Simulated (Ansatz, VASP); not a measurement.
## Cross-check of C between VASP and Ansatz

Aim: how closely do two programs agree when they are given the same cell, functional and k mesh? The cell comes out of the VASP series on this material, whose earlier steps may have relaxed, scaled or displaced it; both programs get it as it stands.

Calculated with Ansatz 0.2.0; plane waves, with VASP 6.6.1 beside it; relaxation of cell and atoms at LDA.

## Step 1: Starting point

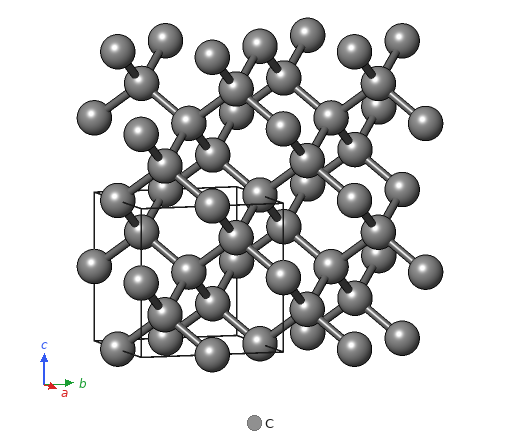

The starting structure, seen slightly off an axis (carbon grey). 1×2×2 cells are drawn. This picture shows the conventional cell, with its axes. Some periodic images of atoms are drawn too.

Coordinates:

```xyz
2
Lattice="0.0000 1.7669 1.7669 1.7669 0.0000 1.7669 1.7669 1.7669 0.0000" Properties=species:S:1:pos:R:3 pbc="T T T"
C     0.0000    0.0000    0.0000
C     0.8834    0.8834    0.8834
```

## Step 2: VASP: relaxation of cell and atoms, LDA

The relaxed volume is the usual yardstick between codes: its relative difference is about their pressure difference at one cell divided by the bulk modulus.

Lines of VASP's logs that name or quote its potential files are left out, and so is its time.

The input, INCAR:

```
SYSTEM = C
PREC = Accurate
ENCUT = 600
EDIFF = 1E-07
NELM = 120
ISMEAR = 0
SIGMA = 0.02
LREAL = .FALSE.
ALGO = Normal
GGA = CA
NBANDS = 10
LASPH = .TRUE.
LORBIT = 11
LWAVE = .FALSE.
LCHARG = .FALSE.
KPAR = 8
IBRION = 2
NSW = 40
ISIF = 3
EDIFFG = -0.005
POTIM = 0.4
```

The input, POSCAR:

```
C
1.0
    0.0000000000      1.7668691223      1.7668691223
    1.7668691223      0.0000000000      1.7668691223
    1.7668691223      1.7668691223      0.0000000000
C
2
Direct
    0.0000000000      0.0000000000      0.0000000000
    0.2500000000      0.2500000000      0.2500000000
```

The input, KPOINTS:

```
Automatic mesh
0
Gamma
14 14 14
0 0 0
```

The projector-augmented-wave data sets are C (LDA family, release 64).

Started as:

```
> mpirun -np 8 vasp_std
```

Numbers of over 12 decimals in the logs are rounded to 6 here.

The program printed:

```text
[banner, memory and clock lines left out]
running    8 mpi-ranks, on    1 nodes
 distrk:  each k-point on    1 cores,    8 groups
 distr:  one band on    1 cores,    1 groups

 POSCAR found type information on POSCAR C
 POSCAR found :  1 types and       2 ions
|                                                                             |
|           W    W    AA    RRRRR   N    N  II  N    N   GGGG   !!!           |
|           W    W   A  A   R    R  NN   N  II  NN   N  G    G  !!!           |
|           W    W  A    A  R    R  N N  N  II  N N  N  G       !!!           |
|           W WW W  AAAAAA  RRRRR   N  N N  II  N  N N  G  GGG   !            |
|           WW  WW  A    A  R   R   N   NN  II  N   NN  G    G                |
|           W    W  A    A  R    R  N    N  II  N    N   GGGG   !!!           |
|                                                                             |
|     For optimal performance we recommend to set                             |
|       NCORE = 2 up to number-of-cores-per-socket                            |
|     NCORE specifies how many cores store one orbital (NPAR=cpu/NCORE).      |
|     This setting can greatly improve the performance of VASP for DFT.       |
|     The default, NCORE=1 might be grossly inefficient on modern             |
|     multi-core architectures or massively parallel machines. Do your        |
|     Unfortunately you need to use the default for GW and RPA                |
|     calculations (for HF NCORE is supported but not extensively tested      |
|     yet).                                                                   |
|                                                                             |

 LDA part: xc-table for (Slater(with rela. corr.)+CA(PZ))
 , standard interpolation
 POSCAR, INCAR and KPOINTS ok, starting setup
 FFT: planning ... GRIDC
 FFT: planning ... GRID_SOFT
 FFT: planning ... GRID
 WAVECAR not read
 entering main loop
       N       E                     dE             d eps       ncg     rms          rms(c)
DAV:   1     0.225764947053E-01    0.22576E-01   -0.54446E+03  2120   0.891E+02
DAV:   2    -0.207061526879E+02   -0.20729E+02   -0.19786E+02  2798   0.131E+02
DAV:   3    -0.211142547769E+02   -0.40810E+00   -0.40710E+00  2488   0.154E+01
DAV:   4    -0.211151186072E+02   -0.86383E-03   -0.86376E-03  2274   0.831E-01
DAV:   5    -0.211151198648E+02   -0.12576E-05   -0.12577E-05  2380   0.307E-02    0.587E+00
DAV:   6    -0.204750668447E+02    0.64005E+00   -0.36731E-01  2164   0.449E+00    0.340E+00
DAV:   7    -0.202523626335E+02    0.22270E+00   -0.43102E-01  2256   0.487E+00    0.747E-01
DAV:   8    -0.202521737882E+02    0.18885E-03   -0.90477E-03  2218   0.862E-01    0.265E-02
DAV:   9    -0.202521614010E+02    0.12387E-04   -0.34034E-05  2370   0.497E-02    0.194E-02
DAV:  10    -0.202521627672E+02   -0.13661E-05   -0.17725E-06  2274   0.121E-02    0.447E-03
DAV:  11    -0.202521627009E+02    0.66264E-07   -0.56512E-08  1640   0.199E-03
   1 F= -.20252163E+02 E0= -.20252163E+02  d E =-.202522E+02
 curvature:   0.00 expect dE= 0.000E+00 dE for cont linesearch  0.000E+00
 trial: gam= 0.00000 g(F)=  0.471E-48 g(S)=  0.385E-06 ort = 0.000E+00 (trialstep = 0.100E+01)
 search vector abs. value=  0.385E-06
 reached required accuracy - stopping structural energy minimisation
```

OUTCAR, selected parts (step 2):

```text
ion  position               nearest neighbor table
   1  0.000  0.000  0.000-   2 1.53   2 1.53   2 1.53   2 1.53
   2  0.250  0.250  0.250-   1 1.53   1 1.53   1 1.53   1 1.53

  LATTYP: Found a face centered cubic cell.
 ALAT       =     3.5337382446

 Subroutine GETGRP returns: Found 48 space group operations
 (whereof 24 operations were pure point group operations)

The static configuration has the point symmetry T_d .
 The point group associated with its full space group is O_h .

 Found    104 irreducible k-points:

   k-points           NKPTS =    104   k-points in BZ     NKDIM =    104   number of bands    NBANDS=     10

   dimension x,y,z NGX =    20 NGY =   20 NGZ =   20
   dimension x,y,z NGXF=    40 NGYF=   40 NGZF=   40

   ENCUT  =  600.0 eV  44.10 Ry    6.64 a.u.   4.99  4.99  4.99*2*pi/ulx,y,z

   NELECT =       8.0000    total number of electrons

 k-points in reciprocal lattice and weights: Automatic mesh
   0.00000000  0.00000000  0.00000000       0.000
   0.07142857  0.00000000  0.00000000       0.003
   0.14285714  0.00000000  0.00000000       0.003
   0.21428571  0.00000000  0.00000000       0.003
   0.28571429  0.00000000  0.00000000       0.003
   0.35714286  0.00000000  0.00000000       0.003
   0.42857143  0.00000000  0.00000000       0.003
   0.50000000  0.00000000  0.00000000       0.001
   0.07142857  0.07142857  0.00000000       0.002
[...]
-0.28571429  0.42857143  0.21428571       0.009
  -0.28571429  0.50000000  0.21428571       0.004

 average (electrostatic) potential at core
       1 -49.0997       2 -49.0997

 E-fermi :  10.2749

 k-point     1 :       0.0000    0.0000    0.0000
  band No.  band energies     occupation
      1     -11.5587      2.00000
      2      10.1342      2.00000
      3      10.1342      2.00000
      4      10.1342      2.00000
      5      15.7557      0.00000
      6      15.7557      0.00000
      7      15.7557      0.00000
      8      24.3324      0.00000
      9      29.5084      0.00000
    ...

 k-point     2 :       0.0714    0.0000    0.0000
  band No.  band energies     occupation
      1     -11.4150      2.00000
      2       9.1901      2.00000
      3       9.8840      2.00000
      4       9.8840      2.00000
      5      16.0821      0.00000
      6      16.0821      0.00000
      7      16.3390      0.00000
      8      24.4130      0.00000
      9      29.7421      0.00000
    ...

 k-point     3 :       0.1429    0.0000    0.0000
  band No.  band energies     occupation
      1     -10.9847      2.00000
      2       7.1247      2.00000
      3       9.3035      2.00000
      4       9.3035      2.00000
      5      16.8441      0.00000
      6      16.8441      0.00000
      7      17.3756      0.00000
      8      24.6454      0.00000
      9      30.2858      0.00000
    ...

  Total        0.0025777      0.0025777      0.0025777      0.0000000      0.0000000      0.0000000
  in kB        0.3743644      0.3743644      0.3743644      0.0000000      0.0000000      0.0000000
  external PRESSURE =       0.3743644 kB  Pullay stress =       0.0000000 kB

  energy-cutoff  :      600.00
  volume of cell :       11.03
      direct lattice vectors                 reciprocal lattice vectors
     0.000000000  1.766869122  1.766869122    -0.282986438  0.282986438  0.282986438
     1.766869122  0.000000000  1.766869122     0.282986438 -0.282986438  0.282986438
     1.766869122  1.766869122  0.000000000     0.282986438  0.282986438 -0.282986438

 POSITION                                       TOTAL-FORCE (eV/Angst)
 -----------------------------------------------------------------------------------
      0.00000      0.00000      0.00000         0.000000      0.000000      0.000000
      0.88343      0.88343      0.88343        -0.000000     -0.000000     -0.000000
 -----------------------------------------------------------------------------------
    total drift:                                0.000000      0.000000      0.000000

  FREE ENERGIE OF THE ION-ELECTRON SYSTEM (eV)
  ---------------------------------------------------
  free  energy   TOTEN  =       -20.2521627009 eV

  energy  without entropy=      -20.2521627009  energy(sigma->0) =      -20.25216270

 reached required accuracy - stopping structural energy minimisation

 total charge
# of ion       s       p       d       tot
------------------------------------------
    1        0.822   1.784   0.000   2.605
    2        0.822   1.784   0.000   2.605
--------------------------------------------------
tot          1.643   3.568   0.000   5.211

[... 3 further parts left out ...]
```

## Step 3: Ansatz: relaxation of cell and atoms, LDA

Ansatz runs on its default PAW (the set named soft_2) files.

The same cell, functional (in two slightly different forms), mesh and smearing now go to Ansatz, which takes its cutoff from its data sets.

The input, input.yaml:

```yaml
crystal:
  lattice:
    - [0.0, 1.7668691223, 1.7668691223]
    - [1.7668691223, 0.0, 1.7668691223]
    - [1.7668691223, 1.7668691223, 0.0]
  atoms:
    - { symbol: C, position: [0.0, 0.0, 0.0] }
    - { symbol: C, position: [0.25, 0.25, 0.25] }
hamiltonian:
  xc: lda
  pseudopotentials: { kind: paw }
kpoints:
  mp_grid: { grid: [14, 14, 14] }
scf:
  occupations: { method: gaussian, width: 0.02 }
relax:
  f_tol: 0.01
  max_steps: 60
  cell: { stress_tol: 0.05 }
output:
  forces: true
  stress: true
  write_density: true
  write_potential: true
  elf: true
  volumetric_format: npy
```

Started as:

```
> ansatz run input.yaml --threads 4 --pin off --max-ram 9216MiB --backend cpu --events-out ev --progress --plain --runs-dir out
```

The program printed:

```text
Engine: ansatz 0.2.0, aarch64-unknown-linux-gnu
Pseudopotentials: kind: paw
Pseudopotential: C, paw, valence charge 4, recommended cutoff 420 eV (normal), C.paw.azcp
Functional definition: SPW92
  exchange = slater_x
  correlation = pw_c
Crystal: 2 atoms, lattice volume = 11.032 Å³
Basis set: ecut = 420 eV, 181 PW (Γ)
Bands: 8, of which v1, the nominal top of the filled ones, is band 4 counted from 1 (3 counted from 0)
Symmetry: 48 space group operations
Space group: Fd-3m (ITA 227), of the structure as read, at distance tolerance 2.2e-5 Å
k-points: 104 of 2744
Non-local potential: C, projectors of the file, l = 0: 2, l = 1: 2, l = 2: 1
PAW form: soft (Blöchl's): semilocal exchange-correlation on the pseudo side does not see the compensation charge
PAW frozen core: C, regenerated for the run's functional, and the local potential with it (the file was generated under x = pbe(κ = 0.804, μ = 0.219515), c = pbe(β = 0.066725))
PAW one-centre angular grid: C, 110 points (default); XC on 64 Gauss nodes
Initial density: superposition of atomic densities (neutral atoms: chi_scale 0, normalization atom), corrected by the library's trained network
Initial wavefunctions: pseudopotential atomic-orbital guess
Functional: x = slater, c = lda
SCF iter   1: F=—  HF=-485.985848 eV  |F-HF|=—  |Δ(HF+E_count)|=         —  Δρ=7.48e-3  dr2=2.29e-3  ethr=1.77e-3  ⟨swp⟩=5.3  Hψ=5499  notcnv=0
preconditioner: auto → none  [insulator: Δε(μ)=4.157 eV  Ē_g=19.893 eV  σ=0.020 eV  W_gap=1.00  n_scr=0 (ndim 8)  ℏωp=31.6 eV  f_vac=0.000  D(μ)=0.00/eV (n_scr^D=0)  ε∞_Penn≈3.5]
SCF iter   2: F=—  HF=-485.985308 eV  |F-HF|=—  |Δ(HF+E_count)|=   5.40e-4  Δρ=3.52e-3  dr2=4.96e-4  ethr=2.86e-5  ⟨swp⟩=1.1  Hψ=1677  notcnv=0
SCF iter   3: F=—  HF=-485.985173 eV  |F-HF|=—  |Δ(HF+E_count)|=   1.35e-4  Δρ=1.02e-4  dr2=9.07e-7  ethr=6.20e-6  ⟨swp⟩=1.0  Hψ=832  notcnv=0
SCF iter   4: F=—  HF=-485.985173 eV  |F-HF|=—  |Δ(HF+E_count)|=   6.36e-7  Δρ=3.61e-5  dr2=9.43e-8  ethr=1.13e-8  ⟨swp⟩=2.5  Hψ=1247  notcnv=0
iter 5 did not close the SCF: its close was put off for the readings that it lacked (scf_convergence_deferred on its scf_iter line)
SCF iter   5: F=-485.985173 eV  HF=-485.985173 eV  |F-HF|=7.22e-9  |Δ(HF+E_count)|=   1.79e-8  Δρ=1.13e-5  dr2=1.19e-8  ethr=1.18e-9  ⟨swp⟩=2.0  Hψ=1248  notcnv=0
SCF iter   6: F=-485.985173 eV  HF=-485.985173 eV  |F-HF|=1.34e-11  |Δ(HF+E_count)|=   5.26e-9  Δρ=9.56e-7  dr2=3.18e-11  ethr=1.49e-10  ⟨swp⟩=4.2  Hψ=3789  notcnv=0
SCF 1 converged in 6 iterations: F = -485.985173 eV  dr2 = 3.18e-11
  greatest PAW one-centre occupation: 0.640 electrons in one spin orbital (limit 2), on the C atom at site 1 (counted from 0), in its partial waves of l = 0
relax step   1: F+E_penalty+E_count = -485.98517322 eV  Δ(F+E_penalty+E_count) = +0.000e0 eV  max|allowed force component| = 2.776e-17 eV/Å  Δτ_max = 0.0000 Å  P = -0.796 GPa  Ω = 11.032 Å³  (6 SCF iters, dr2 threshold 1.00e-7 eV, accepted)
[...]
relax step   2: F+E_penalty+E_count = -485.98530507 eV  Δ(F+E_penalty+E_count) = -1.319e-4 eV  max|allowed force component| = 6.476e-17 eV/Å  Δτ_max = 0.0000 Å  P = -0.306 GPa  Ω = 11.020 Å³  energy of the carried Pulay correction = +9.301e-5 eV  (7 SCF iters, dr2 threshold 2.00e-7 eV, accepted)
[...]
relax step   3: F+E_penalty+E_count = -485.98536973 eV  Δ(F+E_penalty+E_count) = -6.466e-5 eV  max|allowed force component| = 1.342e-16 eV/Å  Δτ_max = 0.0000 Å  P = +0.001 GPa  Ω = 11.013 Å³  energy of the carried Pulay correction = +1.510e-4 eV  (7 SCF iters, dr2 threshold 2.00e-7 eV, accepted)
[...]
relax step   4: F+E_penalty+E_count = -485.98526897 eV  Δ(F+E_penalty+E_count) = +1.008e-4 eV  max|allowed force component| = 1.712e-16 eV/Å  Δτ_max = 0.0000 Å  P = -0.019 GPa  Ω = 11.013 Å³  stress off target by 1.91e-2 GPa  SCF on the basis re-selected at this cell (its energy is not comparable with the rows above)  (7 SCF iters)
basis re-selected at this cell: Δ(F+E_penalty+E_count) = +1.008e-4 eV, ΔP = -0.020 GPa vs the last step (what re-selecting the basis moved, of the pressure what is left beyond the Pulay correction that the steps carried, after the strain that the cell walked since its last selection, with what the two solves' SCF thresholds leave and, on support functions, any second-order correction that the steps lacked; it is no m [...]
SCF converged after 7 iterations
Free energy (F): -485.985269 eV
Harris-Foulkes:  -485.985269 eV  (|F-HF|=1.71e-13)
Internal energy: -485.985269 eV  (E = F + TS)
E sigma→0 (E₀):  -485.985269 eV
Fermi energy:    15.688028 eV
--- Per-component energies (eV) ---
  E_band       = 36.058732
  E_kinetic    = 186.500883
  E_local      = -122.222905  (includes V_loc(G=0)·N_el)
  E_nonlocal   = 55.776601
  E_hartree    = 26.159733
  E_xc         = -97.210790
  E_vxc        = -121.032011  (∫ρ·V_xc dr)
  E_paw        = -183.708676  (= ΣΔE_a)
  E_vpaw       = -15.283319  (= ΣTr[D̂ρ^β])
  E_aug_tail   = 0.000017  (compensation charges beyond the density's cutoff)
  E_ewald      = -351.405797
  E_core_change = 0.125665  (= ΣΔE_core)
  E_smearing   = -0.000000  (= −TS)
  E_closure    = 0.000000  (closes the sum)
  Σ components = -485.985269   (vs F -485.985269, Δ=0.00e0)
--- Forces (eV/Å), atoms counted from 1 ---
  atom   1  C      0.00000000    -0.00000000    -0.00000000
  atom   2  C      0.00000000     0.00000000     0.00000000
  max |Σ_I F_I| component: 1.42e-16 eV/Å
--- Stress (GPa, compression-positive) ---
       -0.019091      -0.000000      -0.000000
        0.000000      -0.019091       0.000000
       -0.000000       0.000000      -0.019091
  P = ⅓ Tr σ = -0.0191 GPa (-0.191 kbar)
--- Band table (eV; the first three rows and the last of 104) ---
  k-point 0: bands = ["-8.1262", "13.6023", "13.6023", "13.6023", "19.2257", "19.2257", "19.2257", "27.7746"]
  k-point 1: bands = ["-7.9824", "12.6516", "13.3495", "13.3495", "19.5504", "19.5504", "19.8076", "27.8556"]
  k-point 2: bands = ["-7.5517", "10.5814", "12.7639", "12.7639", "20.3125", "20.3125", "20.8440", "28.0899"]
  k-point 103: bands = ["1.5897", "1.5897", "5.0917", "5.0917", "23.4866", "23.4866", "26.9556", "26.9556"]
--- Relaxed structure (3 steps of the walk, 3 accepted, 1 SCFs on fresh bases) ---
  F+E_penalty+E_count = -485.98526897 eV   max|allowed force component| = 1.712e-16 eV/Å   (the final SCF, on the basis selected at the relaxed cell)
  cell:  # Å, volume = 11.0134 Å³
    - [0, 1.765890, 1.765890]
    - [1.765890, 0, 1.765890]
    - [1.765890, 1.765890, 0]
  atoms:
    - { symbol: C, position: [0, 0, 0] }
    - { symbol: C, position: [0.250000, 0.250000, 0.250000] }
```

The job ended after 1.1 s (4 threads of Arm Neoverse V1, shared host; peak memory 0.29 GiB; 3.5 s of CPU time).

## Step 4: Side by side

Known differences besides the PAW data sets themselves: the two LDA forms differ slightly; both relaxations stop at a tolerance, which leaves soft axes loose, and VASP keeps its plane-wave basis; the cutoff is 420 eV in Ansatz and 600 eV in VASP; Ansatz makes its cores anew for this functional, VASP keeps those of its LDA data sets; Ansatz adds a Pulay correction to the stress that steers its cell, VASP none. Total energies have different zeros and are not compared.

Both answers:

```
                                         quantity  Ansatz   VASP  difference
                                      volume (Å³)   11.01  11.03     -0.17 %
edge a after relaxation, in the typed setting (Å)   2.497  2.499     -0.06 %
```

The walks stopped with -0.02 GPa left in Ansatz and 0.04 GPa in VASP; each walk ends within a tolerance, so the volume difference is uncertain by about these residues over the bulk modulus, most in soft cells.

## Step 5: Results

| Quantity | Value |
| --- | --- |
| difference in volume (relaxation of cell and atoms, LDA) | -0.17 % |

The difference in volume is -0.17 % (relaxation of cell and atoms, LDA), within the 1.2 % picked in this series as the mark of a large difference, as far as the stopping tolerances let one tell. Differences of this kind measure data sets and numerical settings, not the functional's error against experiment.

[Lines on the potential files, build, host, timing and source positions are cut from VASP's logs without a mark.]

[Logs are printed without paths, hosts, clocks, repeated set-up lines and the standing remarks that a program may print on its own settings, such as how far it seeks lower states.]

[Hosts, paths, dates, database ids (printed as entryN), source tags and the programs' standing remarks are cut or masked in the printed files.]
